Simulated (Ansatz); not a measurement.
**C$_{4}$H$_{10}$GeSi (SMILES C#C[SiH2][GeH2][CH2]C): density, localisation and related maps**

```json
{"atom": "C", "x (Å)": "3.0859", "y (Å)": "0.5652", "z (Å)": "-1.2394"}
{"atom": "C", "x (Å)": "2.3604", "y (Å)": "0.6831", "z (Å)": "-0.2845"}
{"atom": "Si", "x (Å)": "1.2643", "y (Å)": "0.8579", "z (Å)": "1.1513"}
{"atom": "Ge", "x (Å)": "-0.2531", "y (Å)": "-0.8872", "z (Å)": "1.1587"}
{"atom": "C", "x (Å)": "-1.1706", "y (Å)": "-0.9637", "z (Å)": "-0.5599"}
{"atom": "C", "x (Å)": "-1.9877", "y (Å)": "0.2995", "z (Å)": "-0.7881"}
{"atom": "H", "x (Å)": "3.7228", "y (Å)": "0.4615", "z (Å)": "-2.0782"}
{"atom": "H", "x (Å)": "2.0584", "y (Å)": "0.8271", "z (Å)": "2.3882"}
{"atom": "H", "x (Å)": "0.5390", "y (Å)": "2.1335", "z (Å)": "1.0584"}
{"atom": "H", "x (Å)": "0.5062", "y (Å)": "-2.2185", "z (Å)": "1.3882"}
{"atom": "H", "x (Å)": "-1.2872", "y (Å)": "-0.6756", "z (Å)": "2.2935"}
{"atom": "H", "x (Å)": "-0.4167", "y (Å)": "-1.0732", "z (Å)": "-1.3677"}
{"atom": "H", "x (Å)": "-1.8414", "y (Å)": "-1.8483", "z (Å)": "-0.5703"}
{"atom": "H", "x (Å)": "-2.5177", "y (Å)": "0.2285", "z (Å)": "-1.7611"}
{"atom": "H", "x (Å)": "-1.3230", "y (Å)": "1.1888", "z (Å)": "-0.8096"}
{"atom": "H", "x (Å)": "-2.7395", "y (Å)": "0.4213", "z (Å)": "0.0203"}
```

Not at a stationary point (largest force 1.0 eV/Å).

Theory: Ansatz, SCF B3LYP, Gaussian basis.

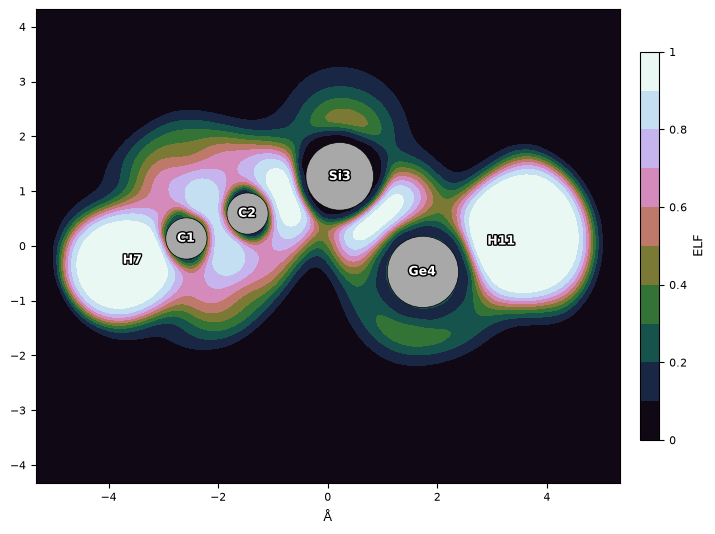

Figure 1. ELF on the plane of atoms C2, Si3 and Ge4. Grey discs cover the atomic cores.

Question: Interpret the plot.

Answer: The section cuts through C, Si, Ge and H sites.
C–C (1.21 Å): the ELF peaks at about 0.85 between the atoms; a multiple bond.
C–Si (1.81 Å): the ELF peaks at about 0.95 between the atoms: a shared electron pair.
Si–Ge (2.31 Å): the ELF peaks at about 0.95 between the atoms, as expected for a covalent bond.
C–H (1.06 Å): the ELF climbs to about 1 towards the hydrogen, as it does in any bond to H: a covalent bond by its length.
Ge–H (1.55 Å): the ELF climbs to about 1 towards the hydrogen.

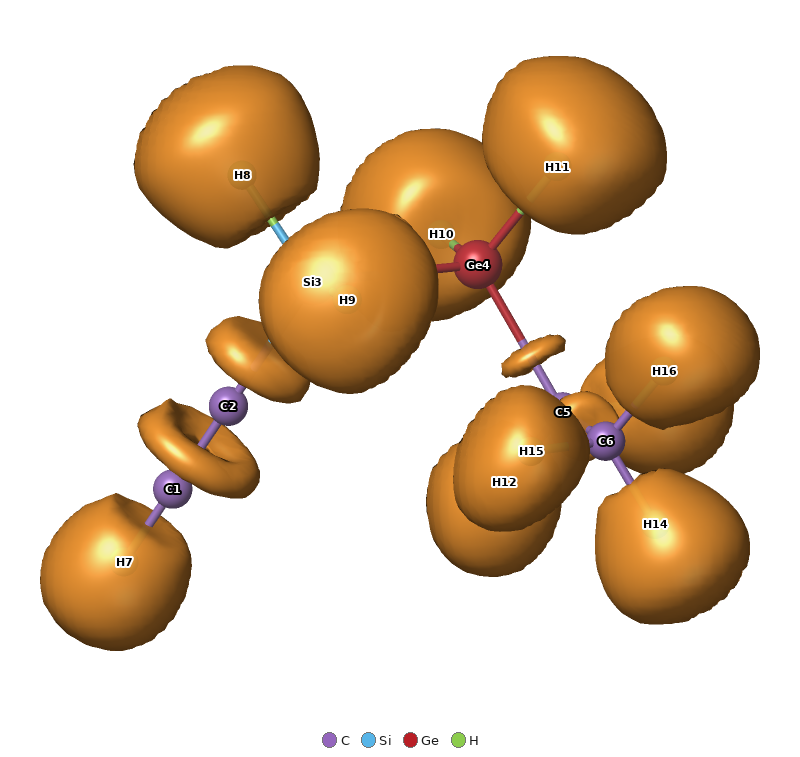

Figure 2. Isosurface of the ELF at 0.85 (orange), seen across its widest extent. Core shells and regions of very low density are left out.

Question: What do the ELF domains correspond to?

Answer: The ELF exceeds this value in two regions between bonded C–C atoms (shared pairs), one region between bonded C–Si atoms (shared pairs), one region between bonded Ge–Si atoms (shared pairs), ten regions around hydrogen nuclei and one lobe of the valence shell of C pointing towards Ge (polar bonds).

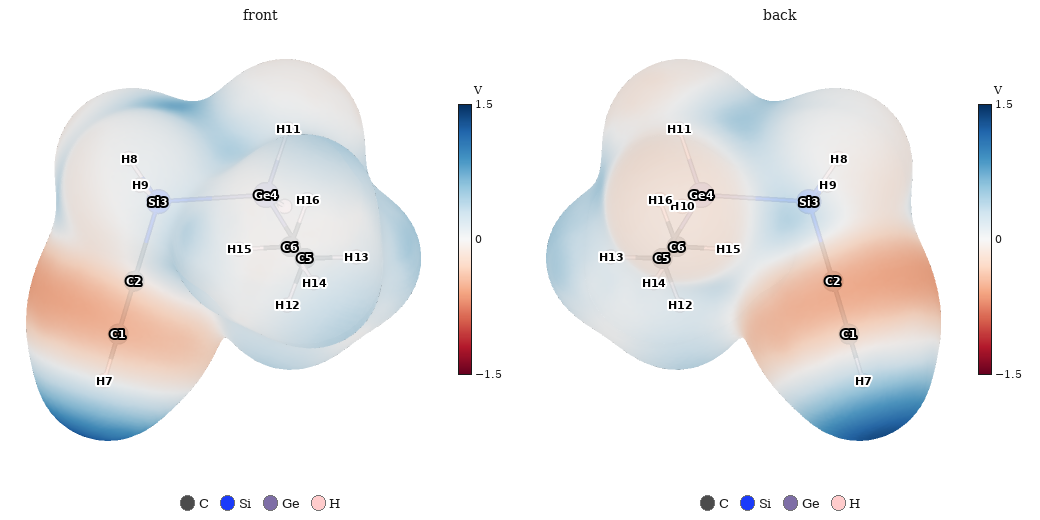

Figure 3. The molecular electrostatic potential painted on the density surface at 0.001 e/bohr³, seen from the front and from behind; the colour scale runs from red (negative) to blue (positive).

Question: Where is the surface potential most negative and most positive?

Answer: The most negative region (about −0.6 V, or −14 kcal/mol for a unit charge) lies over C1 and C2, the most positive (about +1.3 V, or +30 kcal/mol for a unit charge) over H7.
